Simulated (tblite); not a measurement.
Run report: C3H11AsSi, molecular dynamics (part 2 of 3)

Continued. System: C3H11AsSi. Method: GFN2-xTB Langevin dynamics, gas phase (tblite 0.8.0). It belongs to a series of runs on one base structure; here: H on As replaced by iPr.

Geometry of the input (Å):
```
C  -1.6084  0.8608  0.4369
C  -0.9042  -0.4913  0.4162
C  -0.6629  -0.9595  -1.0114
As 0.7557  -0.3878  1.5425
Si 2.2043  0.6859  0.0740
H  -0.9885  1.6227  -0.0374
H  -2.5584  0.8163  -0.0963
H  -1.8071  1.1723  1.4645
H  -1.5582  -1.2236  0.9101
H  -0.1194  -1.9055  -1.0228
H  -1.6101  -1.1063  -1.5328
H  -0.0835  -0.2216  -1.5656
H  1.2505  -1.7570  1.1404
H  3.4701  0.9527  0.7698
H  2.5495  -0.0384  -1.1571
H  1.6631  1.9893  -0.3425
```

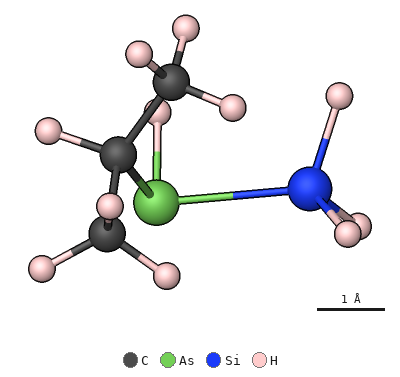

*The geometry at step 21 of the log (ball-and-stick view, seen at a tilt).*

### Trajectory as extended XYZ, continued
```
16
Properties=species:S:1:pos:R:3:forces:R:3 step=13 time_fs=325.0 energy=-438.14926 temperature=291.4
C    -2.1368    0.7545    0.9254    1.8405   0.9352   0.4239
C    -1.4646   -0.5750    0.5619   -0.8083  -1.0684   1.8156
C    -1.3140   -0.7762   -0.8930    0.5168  -0.7067  -1.7720
As    0.1762   -0.9883    1.6896   -0.3398   0.2312   0.5163
Si    1.7718    0.5692    1.1854    0.5975   1.0295   0.1077
H    -1.7296    1.5630    0.2843   -0.2664  -0.4896  -0.1737
H    -3.2113    0.7414    0.7963    0.0037  -0.0181   0.4260
H    -1.7365    1.1245    1.9286   -1.1914  -0.7444  -0.6629
H    -2.0789   -1.4600    0.9836    0.1198   1.1694  -0.6026
H    -0.9506   -1.8501   -1.1036   -0.5654   1.5755   0.0366
H    -2.2202   -0.5394   -1.4891    0.1032  -0.6119   0.5522
H    -0.6029   -0.0520   -1.3075    0.3755  -0.2883   0.1119
H     0.6689   -2.0541    0.8000    0.2023  -0.2545  -0.3558
H     1.3021    1.8955    1.7393    0.1011  -0.5082  -0.1522
H     3.1527    0.4165    1.7394   -0.4931  -0.2209   0.1322
H     2.1552    0.8828   -0.1857   -0.1960  -0.0297  -0.4032
16
Properties=species:S:1:pos:R:3:forces:R:3 step=14 time_fs=350.0 energy=-438.13286 temperature=258.3
C    -2.2860    0.7519    1.0214    1.0283  -0.7477  -0.0676
C    -1.5115   -0.5442    0.6003   -1.1809  -0.3333   0.0430
C    -1.3418   -0.6398   -0.9215   -1.7064  -0.2619  -0.4401
As    0.0782   -0.9578    1.7540    0.0968  -0.1237   0.0211
Si    1.7228    0.5882    1.2699    0.8191  -0.8113  -0.3764
H    -1.8523    1.6557    0.5959    0.1275  -0.1545  -0.5110
H    -3.3024    0.6279    0.6194    0.2322   0.3699   0.8599
H    -2.1192    0.9332    2.1071   -0.9721  -0.4928  -0.4564
H    -2.1436   -1.4545    0.9069    0.2518   1.1040  -0.3796
H    -0.9051   -1.6291   -1.1457   -0.0546   0.6464  -0.2142
H    -2.3541   -0.5452   -1.5308    1.5872  -0.3979   1.4234
H    -0.7723    0.1904   -1.2945    0.6507   0.0839  -0.1299
H     0.6872   -1.9312    0.7614   -0.1108   0.0397   0.1367
H     1.3351    1.9286    1.6011   -0.0866   0.6415   0.2554
H     2.9770    0.1693    2.0908   -0.8489   0.3956  -0.6967
H     1.9842    0.6035   -0.2111    0.1665   0.0421   0.5324
16
Properties=species:S:1:pos:R:3:forces:R:3 step=15 time_fs=375.0 energy=-438.15102 temperature=285.5
C    -2.3087    0.6460    1.0956    0.7183   0.4273  -0.4037
C    -1.6535   -0.6361    0.6629   -0.3061  -0.8041  -0.5380
C    -1.3847   -0.5004   -0.8438   -1.6429   1.0589  -0.1686
As   -0.0072   -0.9454    1.8075   -0.2909  -0.0699   0.2407
Si    1.6917    0.5854    1.3166   -1.8964   0.6927  -1.1681
H    -1.5410    1.4325    1.0430   -0.3569   0.1807  -0.2977
H    -3.1318    0.8548    0.3928    0.0923   0.2111   0.8742
H    -2.5312    0.5684    2.1374   -0.9228   0.1110   0.5892
H    -2.3874   -1.4934    0.9055    1.0178   0.8550  -0.5727
H    -1.0095   -1.4048   -1.2395    0.6140  -0.7998  -0.5218
H    -2.3596   -0.2535   -1.4432    1.4496  -0.4418   1.0984
H    -0.7074    0.3544   -1.0206   -0.1479  -0.5372   0.0390
H     0.6005   -2.0137    0.9549    0.0164  -0.0532  -0.1665
H     1.3679    1.9884    1.7302    0.0359  -0.4095  -0.3303
H     2.7245    0.1858    2.1300    1.8035  -0.6892   1.6748
H     2.3440    0.4577    0.0152   -0.1840   0.2680  -0.3487
16
Properties=species:S:1:pos:R:3:forces:R:3 step=16 time_fs=400.0 energy=-438.29746 temperature=250.8
C    -2.3809    0.5722    1.1881    1.6727   0.6633   0.4422
C    -1.6004   -0.5984    0.6391   -0.2124  -0.9007   0.9478
C    -1.3017   -0.4196   -0.8144   -0.4840  -0.9285  -0.5071
As   -0.0861   -0.9026    1.9084    0.5675  -0.1920  -0.1858
Si    1.6858    0.5294    1.2825    0.1168   0.1652   0.8606
H    -1.6300    1.3637    1.4195   -0.6916  -0.0302  -0.1449
H    -3.1017    0.9477    0.5064   -0.7016   0.3029  -0.4473
H    -2.8158    0.2540    2.1108   -0.5357   0.1014   0.6298
H    -2.2715   -1.4874    0.8189    0.5964   0.3268  -0.6068
H    -0.8416   -1.2882   -1.2878    0.2028  -0.0974   0.2291
H    -2.2716   -0.3208   -1.2695   -0.4490   0.1871  -0.6593
H    -0.7292    0.4425   -1.0648    0.5152   0.6880   0.1523
H     0.4412   -2.0813    1.1296    0.0628  -0.0687   0.0274
H     1.1025    1.8671    1.5301    0.0786   0.0339   0.0913
H     2.7443    0.3163    2.4242   -0.7082   0.1376  -1.0210
H     2.3221    0.7614   -0.0351   -0.0304  -0.3887   0.1916
16
Properties=species:S:1:pos:R:3:forces:R:3 step=17 time_fs=425.0 energy=-438.37716 temperature=332.8
C    -2.5167    0.5754    1.2214    1.5482  -0.7233   0.2161
C    -1.6230   -0.5537    0.6082    0.9842   0.8643   0.8758
C    -1.1954   -0.3495   -0.8417    1.0992   0.3511   0.6071
As   -0.1083   -0.8825    1.9936   -0.4732  -0.3210  -0.2293
Si    1.5962    0.4836    1.3027   -0.2964  -0.2231  -1.3001
H    -1.8737    1.4680    1.3086   -0.5133  -0.1564   0.2029
H    -3.3646    0.7981    0.6116   -0.4730   0.0980  -0.3784
H    -2.8574    0.2133    2.2212    0.2689   0.5089  -0.6521
H    -2.1484   -1.4523    0.7574   -0.9499  -1.3479  -0.3833
H    -0.6273   -1.1656   -1.3264   -0.4076   0.1122   0.6493
H    -2.0425   -0.1283   -1.4217   -1.2666  -0.0017  -0.8862
H    -0.5681    0.5440   -0.9294    0.1286  -0.0332   0.2029
H     0.4667   -2.1796    1.3724   -0.1842   0.4603  -0.0161
H     1.1121    1.8565    1.2779   -0.0222   0.2843   0.0165
H     2.6464    0.3691    2.2585    0.7147   0.0024   0.5357
H     2.1570    0.2078   -0.0696   -0.1576   0.1251   0.5393
16
Properties=species:S:1:pos:R:3:forces:R:3 step=18 time_fs=450.0 energy=-438.28380 temperature=242.1
C    -2.4318    0.5441    1.1526   -1.9977  -0.6737  -0.0529
C    -1.6009   -0.6184    0.6655    1.1893   1.9274   0.4683
C    -1.0564   -0.2330   -0.7076    0.9669  -0.2549  -0.1897
As   -0.1527   -0.8626    2.0562   -0.6598   0.1403   0.3764
Si    1.5035    0.4878    1.2298    0.7822   0.5697   0.2969
H    -1.9015    1.4385    0.9154    0.1275   0.8219   0.5313
H    -3.3554    0.5193    0.5253    0.3236   0.4308   0.4419
H    -2.7867    0.4196    2.2158    0.6360   0.4238  -0.8803
H    -2.2400   -1.4517    0.6781   -0.5183  -1.4456  -0.3533
H    -0.4907   -1.1152   -1.0654   -0.4609   0.4179  -0.4255
H    -1.8112    0.1373   -1.4279    0.2304  -0.6526   0.3942
H    -0.2925    0.5860   -0.6400   -0.7464  -0.5286   0.1321
H     0.3729   -1.9990    1.3260    0.5225  -0.8349  -0.3255
H     1.1231    1.9191    1.0403    0.0419  -0.3675   0.0378
H     2.7046    0.5063    2.1366   -0.5093  -0.0135  -0.1954
H     2.0590   -0.0220   -0.0193    0.0723   0.0395  -0.2562
16
Properties=species:S:1:pos:R:3:forces:R:3 step=19 time_fs=475.0 energy=-438.37662 temperature=231.9
C    -2.5010    0.5231    1.1506   -0.0437  -0.3916  -0.5980
C    -1.5447   -0.5730    0.7127    0.1998   1.3202  -0.5298
C    -1.0021   -0.2231   -0.6772   -1.0804  -0.6015  -1.2758
As   -0.1810   -0.8624    2.0821    0.9908   0.3347   0.3674
Si    1.5209    0.4784    1.1484   -0.2206  -0.3684   1.0167
H    -1.9664    1.4440    1.0499    0.0557   0.7858   0.3584
H    -3.3398    0.5392    0.4607   -0.2196   0.1428  -0.0486
H    -2.8819    0.3499    2.1408   -0.0535   0.1315   0.5170
H    -2.1066   -1.4731    0.6836   -0.5435  -1.0738  -0.4467
H    -0.3821   -1.0602   -0.9456    0.4921  -0.3301  -0.4529
H    -1.8274   -0.1875   -1.4711    0.7517  -0.0588   1.0972
H    -0.4227    0.6926   -0.8446   -0.3013  -0.1747   0.7077
H     0.5000   -2.0627    1.4801   -0.1851  -0.2112  -0.1616
H     0.9258    1.7697    0.9136   -0.1045   0.6620  -0.0025
H     2.5224    0.5652    2.2305    0.0445   0.1011  -0.2151
H     2.1774    0.1453   -0.0944    0.2175  -0.2677  -0.3336
16
Properties=species:S:1:pos:R:3:forces:R:3 step=20 time_fs=500.0 energy=-438.30582 temperature=180.9
C    -2.5788    0.6254    1.1769    2.0303  -0.8184  -1.0714
C    -1.6227   -0.5303    0.6376   -0.8487   0.7721   1.2827
C    -1.0853   -0.2591   -0.7264   -1.2792   1.0206  -0.7181
As   -0.1415   -0.8694    2.0774   -0.7290  -0.1800  -0.7569
Si    1.5217    0.4636    1.1261   -0.4233   0.0630  -1.0452
H    -1.9146    1.4557    1.3947   -0.2207   0.3389   0.2052
H    -3.3691    0.9554    0.5182    0.0544  -0.1981  -0.3821
H    -2.9920    0.2085    2.0493   -0.6321  -0.0728   1.2510
H    -2.2580   -1.4216    0.6268    0.2273  -0.2316  -0.0857
H    -0.3917   -0.9555   -1.0737    1.3492  -1.2458  -0.1724
H    -1.8872   -0.3051   -1.4664   -0.3676   0.0356  -0.0019
H    -0.6721    0.7327   -0.8457    0.2659   0.2954   0.3004
H     0.1834   -2.2311    1.4071    0.1989   0.5240   0.1417
H     1.0255    1.8869    0.9991    0.0968  -0.6159  -0.0993
H     2.6915    0.6248    1.9256    0.6534  -0.0326   0.6629
H     2.0896   -0.0582   -0.1804   -0.3756   0.3455   0.4891
16
Properties=species:S:1:pos:R:3:forces:R:3 step=21 time_fs=525.0 energy=-438.39566 temperature=216.7
C    -2.5194    0.7204    1.1906    0.7049  -0.6705  -0.2921
C    -1.6112   -0.4916    0.7080   -2.1026  -0.0599   1.1054
C    -1.2589   -0.2854   -0.7242   -0.3387   0.1806  -0.3180
As   -0.1485   -0.8448    2.0244    0.1864   0.1344  -0.1871
Si    1.5003    0.4899    1.0671    1.1354  -0.4774   0.6887
H    -1.8170    1.5071    1.5174   -0.6192  -0.1578   0.2820
H    -3.0730    1.1328    0.3291    0.0877  -0.3100   0.4581
H    -3.2490    0.3851    1.9743    0.8942   0.5512  -0.5661
H    -2.2861   -1.3816    0.7966    0.4318   0.2525  -0.2035
H    -0.6019   -1.0150   -1.1191    0.7424  -0.9504  -0.2251
H    -2.1268   -0.2668   -1.3686   -0.4968  -0.1429  -0.0665
H    -0.7994    0.6599   -0.8476    0.6658   1.0881  -0.0921
H     0.4412   -2.0233    1.2639   -0.1946   0.0290   0.0677
H     1.1686    1.8806    0.8838   -0.1925   0.5217   0.0244
H     2.7819    0.4460    1.9594   -0.9542   0.0371  -0.6287
H     1.9258    0.0184   -0.2555    0.0502  -0.0256  -0.0471
16
Properties=species:S:1:pos:R:3:forces:R:3 step=22 time_fs=550.0 energy=-438.32581 temperature=174.7
C    -2.3653    0.7739    1.2903   -0.4517   1.5052  -0.7194
C    -1.6934   -0.4652    0.7597   -0.9631  -1.3572   1.0841
C    -1.3924   -0.2980   -0.6841    1.9017  -0.1946  -1.6740
As   -0.1011   -0.8328    1.9519   -0.3575  -0.4047  -0.1527
Si    1.5577    0.5205    1.0408   -1.4703   0.2324  -0.0268
H    -1.5327    1.4824    1.4732   -0.6285   0.0418   0.3718
H    -2.9528    1.2608    0.4536    0.1734  -0.5152   1.0010
H    -3.0203    0.6553    2.1854    0.6992  -0.0165  -0.6801
H    -2.3836   -1.3567    0.9047    0.5637   0.6755  -0.1826
H    -0.7308   -1.1177   -1.1168   -0.7984   0.5162   0.6582
H    -2.2500   -0.2259   -1.3675    0.0675   0.0854   0.5019
H    -0.7509    0.6040   -0.7977   -0.5848  -0.2317  -0.1090
H     0.1707   -2.0248    1.0783    0.4072  -0.1311   0.1207
H     1.0257    1.9042    1.0188    0.2371  -0.0678   0.1230
H     2.7617    0.3946    1.7763    0.8623   0.0276   0.5352
H     1.7833    0.1982   -0.3302    0.3421  -0.1651  -0.8513
16
Properties=species:S:1:pos:R:3:forces:R:3 step=23 time_fs=575.0 energy=-438.33985 temperature=251.8
C    -2.3052    0.8890    1.4002    0.2565   0.3087  -0.9115
C    -1.6588   -0.3490    0.7762   -0.6797  -1.4271   1.3697
C    -1.4000   -0.3167   -0.6736    1.0592   0.1183  -2.4897
As   -0.0381   -0.8482    1.8726   -0.1401  -0.2403   0.1050
Si    1.5441    0.5416    0.9938    1.5252   0.4111  -0.0710
H    -1.6422    1.7418    1.2094   -0.0298   0.0223   0.4671
H    -3.2068    1.1016    0.8131   -0.1222  -0.0035   0.4558
H    -2.5362    0.7734    2.4777    0.1987   0.0411  -0.7145
H    -2.4163   -1.1548    0.9039    0.3439  -0.0052   0.2665
H    -0.9027   -1.2738   -1.0770   -0.8426   1.0629   0.7544
H    -2.3055   -0.1281   -1.2960    0.4178  -0.2236   0.4873
H    -0.6786    0.4829   -0.9469   -0.3193  -0.1821   0.1825
H     0.6084   -1.9995    1.0562   -0.5224   0.2829   0.0413
H     1.4516    2.0110    1.1814   -0.3434  -0.2335  -0.2113
H     2.7351    0.3000    1.8867   -0.3039  -0.0795  -0.2451
H     2.1481    0.2884   -0.3745   -0.4978   0.1475   0.5135
16
Properties=species:S:1:pos:R:3:forces:R:3 step=24 time_fs=600.0 energy=-438.33571 temperature=256.7
C    -2.1776    0.9589    1.4178    1.3868  -0.1745  -1.2299
C    -1.5871   -0.3450    0.8082   -1.0515  -0.1771   1.0742
C    -1.3548   -0.3393   -0.6608   -0.3555   0.5833  -1.2763
As   -0.0087   -0.8557    1.8268    0.4012  -0.1943   0.7758
Si    1.6138    0.5700    0.9626    0.2973  -0.9393   0.1689
H    -1.7519    1.7807    0.8211   -0.3760   0.0499   0.4177
H    -3.2380    0.9537    1.3858   -0.8589   0.2013  -0.2344
H    -1.8720    1.0657    2.4480    0.1317   0.0699   0.3268
H    -2.3796   -1.1071    0.9578    0.3497  -0.0763   0.2238
H    -1.1082   -1.3075   -1.1044   -0.4620  -0.1649   0.3531
H    -2.2329    0.0985   -1.1283   -0.3887  -0.3709  -0.3901
H    -0.5624    0.2880   -1.0144    0.7863   0.6848   0.2741
H     0.2883   -1.8928    0.8315    0.3657  -0.5530  -0.2188
H     1.1209    1.9255    1.0191    0.1115   0.5266   0.1097
H     2.8606    0.2287    1.7464   -0.4854   0.4229  -0.3552
H     1.8999    0.2646   -0.4465    0.1479   0.1117  -0.0194
16
Properties=species:S:1:pos:R:3:forces:R:3 step=25 time_fs=625.0 energy=-438.29345 temperature=260.2
C    -2.0941    0.9978    1.3632    0.3953  -0.9461  -0.4527
C    -1.6546   -0.3745    0.8263    0.5670   0.4803  -0.3583
C    -1.4228   -0.3160   -0.6916   -1.5095   0.2625   0.2690
As    0.0466   -0.8727    1.8132    0.5224  -0.1429  -0.2367
Si    1.6486    0.6085    0.8550   -0.8832  -0.1979   0.0222
H    -1.6443    1.7071    0.7057   -0.2463   0.8469  -0.4648
H    -3.1543    1.1215    1.5160   -0.2243   0.0522  -0.3686
H    -1.6070    1.1362    2.2895    0.3273   0.3257   1.4543
H    -2.3869   -1.1368    1.1025   -0.0760  -0.0643  -0.2800
H    -1.1872   -1.2959   -1.0100    0.1820  -1.0803  -0.6030
H    -2.3095    0.0496   -1.2468    0.0295  -0.4271   0.4132
H    -0.6537    0.3387   -1.0316    0.8489   0.5292   0.3339
H     0.4819   -2.1252    0.9925   -0.2376   0.4627   0.0664
H     1.0815    1.9328    1.0557   -0.2719   0.3826  -0.0094
H     2.8690    0.7250    1.5917    0.6581  -0.2455   0.5286
H     2.0894    0.6183   -0.5326   -0.0818  -0.2380  -0.3142
16
Properties=species:S:1:pos:R:3:forces:R:3 step=26 time_fs=650.0 energy=-438.34529 temperature=246.1
C    -2.0348    1.0409    1.3600   -0.5207  -0.9050   1.3604
C    -1.5347   -0.3493    0.8944   -0.7159   0.6318  -0.8262
C    -1.5438   -0.3444   -0.6751   -0.2812   0.7480   0.7086
As    0.1571   -0.8759    1.7752    0.3537  -0.2068  -0.5208
Si    1.6315    0.6626    0.8187    0.5728   0.0016   0.3438
H    -1.5384    1.8855    0.8697   -0.3199  -0.3443   0.1930
H    -3.1415    1.0012    1.2013    0.8911   0.7169  -0.0634
H    -1.8929    1.0928    2.4942   -0.0661   0.2303  -1.3041
H    -2.2882   -1.0312    1.3459    0.2351  -0.0881  -0.7241
H    -1.1545   -1.2571   -1.0874    0.0263  -0.4896  -0.0740
H    -2.5562   -0.1444   -1.1030    0.6615  -0.2770   0.5156
H    -0.8919    0.4763   -1.0333   -0.2498  -0.3538   0.2731
H     0.4783   -2.0340    0.7848   -0.1037   0.4339   0.2937
H     1.0993    2.0466    1.0368    0.2138  -0.3948  -0.1557
H     2.8068    0.4961    1.7930   -0.4463   0.2458  -0.7142
H     2.1220    0.5485   -0.6093   -0.2506   0.0511   0.6942
16
Properties=species:S:1:pos:R:3:forces:R:3 step=27 time_fs=675.0 energy=-438.32237 temperature=315.2
C    -1.9674    1.0399    1.4244   -1.0566  -0.8987   0.9900
C    -1.5644   -0.3460    0.9295    0.4816   0.5471  -0.4938
C    -1.5651   -0.2965   -0.6105    0.6051  -0.8682  -0.1509
As    0.2445   -0.8971    1.6972   -0.8875  -0.5720   0.5759
Si    1.6639    0.6670    0.8904   -0.5919   0.2123  -0.7203
H    -1.1887    1.7882    1.3871    0.0295   0.0271  -0.0136
H    -2.8514    1.3596    0.8654    0.2246   0.2376  -0.0040
H    -2.3276    0.8510    2.4552    0.3811   0.7292  -0.1407
H    -2.3275   -1.0608    1.3473    0.6071   0.3324  -0.7497
H    -1.2674   -1.3214   -0.9571   -0.0681   0.8986  -0.1072
H    -2.5922   -0.1372   -0.9437    0.1872   0.1868  -0.1856
H    -0.8695    0.4914   -1.0711   -0.9842  -1.1410   0.8910
H     0.5813   -1.7919    0.5497   -0.0265  -0.2008  -0.0462
H     1.1105    2.0085    0.9365    0.0746   0.3663   0.1306
H     2.9551    0.5481    1.4651    0.8733   0.0721   0.5769
H     1.8817    0.3881   -0.5126    0.1508   0.0712  -0.5525
16
Properties=species:S:1:pos:R:3:forces:R:3 step=28 time_fs=700.0 energy=-438.08524 temperature=195.2
C    -1.9559    1.0454    1.6304    2.8031  -1.6167  -0.7477
C    -1.4896   -0.3388    1.0023    0.2800   1.0980   0.3062
C    -1.4831   -0.3154   -0.5082   -0.2309  -1.9436  -0.0927
As    0.2913   -0.9692    1.6510    0.6233   0.1675   0.6553
Si    1.7164    0.7180    0.8655    0.2570  -0.0568  -0.5257
H    -1.0416    1.5984    1.9031   -0.3743  -0.0787   0.1880
H    -2.4818    1.6715    0.9746   -0.8863   0.4137  -0.9865
H    -2.5067    0.7853    2.4688   -1.0195   0.0166   1.6126
H    -2.1704   -1.1450    1.3399   -0.0652   0.4422  -0.2653
H    -1.3269   -1.3861   -0.7823    0.5176   0.5716  -0.3018
H    -2.4978   -0.2003   -0.7811   -1.1010   0.8634  -0.8359
H    -0.8067    0.3293   -1.0696   -0.1152   0.0075   0.5260
H     0.6122   -1.9732    0.5540   -0.2107   0.2370  -0.0352
H     1.1496    2.0048    1.3070   -0.1350   0.0652  -0.3262
H     2.9852    0.7970    1.6065    0.0530  -0.2999  -0.0134
H     2.1423    0.6960   -0.6084   -0.3958   0.1130   0.8423
```
